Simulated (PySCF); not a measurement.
# C5H12Si2: the cost of one run

Computed with PySCF 2.14.0, with density-fitted response routines of our own, on a single molecule in the gas phase. Atoms are numbered from 0 throughout.

### 1 Starting geometry

19 atoms, charge 0, multiplicity 1; geometry from: GFN2-xTB.

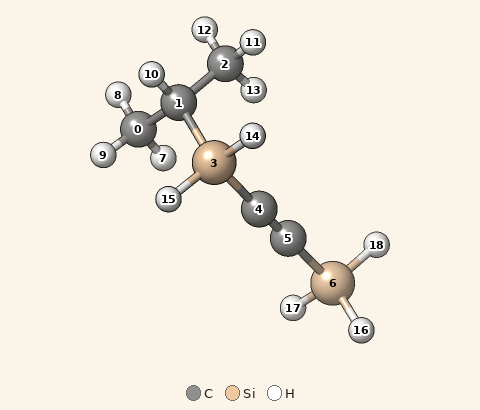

As it starts; carbon grey, silicon light orange, hydrogen white, atoms numbered; sticks join atoms by distance.

### 2 Excited states and response: PBE0/def2-SVPD

The job: settings as JSON, then the geometry in Å.

```
{"job": {"kind": "uv", "xc": "PBE0", "basis": "def2-SVPD", "nstates": 8, "ntriplets": 3}, "charge": 0, "multiplicity": 1}
C     -1.649320     1.373957    -0.381316
C     -1.776585    -0.147540    -0.400664
C     -1.869406    -0.682468     1.026270
Si    -0.323477    -0.953066    -1.349806
C      1.231678    -0.502951    -0.452358
C      2.226113    -0.187455     0.163767
Si     3.746773     0.289781     1.101168
H     -0.726002     1.672630     0.112549
H     -2.483533     1.823472     0.157908
H     -1.640730     1.777638    -1.392098
H     -2.712848    -0.398224    -0.913587
H     -2.019480    -1.760355     1.030007
H     -2.702632    -0.221493     1.556900
H     -0.954720    -0.463308     1.574613
H     -0.468473    -2.414533    -1.353256
H     -0.257041    -0.424941    -2.718689
H      4.908110    -0.297982     0.428417
H      3.838666     1.752739     1.111841
H      3.623104    -0.226650     2.467409
```

With the program's defaults for keys left out, this is: TDDFT PBE0/def2-SVPD, vertical, gas phase, core orbitals frozen in the response.

Started as:

```sh
$ OMP_NUM_THREADS=1 python probes_run.py task.json out
```

One launch serves the whole session: the jobs run in the order shown.

**Question.** How long does this job take on 1 thread of Arm Neoverse N1, shared host, and how much memory does it need?

About 1.7 min, with a peak of 0.91 GiB.
